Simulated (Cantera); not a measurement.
Feed: 1 mol FeS, a varied amount of H2S, 4.8 mol CO2, equilibrated at 1100 K and 0.170 bar.

Method: chemical equilibrium by Gibbs-energy minimisation in Cantera with the NASA 1993 tables (ideal gas, pure condensed phases). Candidate condensed phases: C, C6H6, C7H8, C8H18, Fe, Fe(CO)5, FeO, Fe(OH)2, Fe(OH)3, FeS, FeSO4, FeS2, Fe2O3, Fe2(SO4)3, Fe3O4, H2O, H2SO4, S; 127 gas species. FeS: taken at fixed stoichiometry. Gases not in the tables: S3 to S7. The numbers say what is thermodynamically allowed, not how fast it happens.

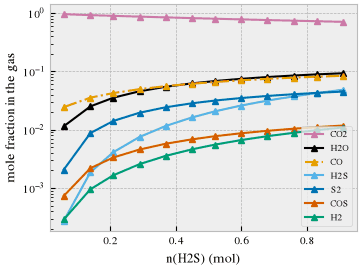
Figure: Equilibrium gas composition (values under 1e-9 drawn at 1e-9)

From 0.059 mol H2S to 0.91 mol H2S the condensed part is FeS(s).
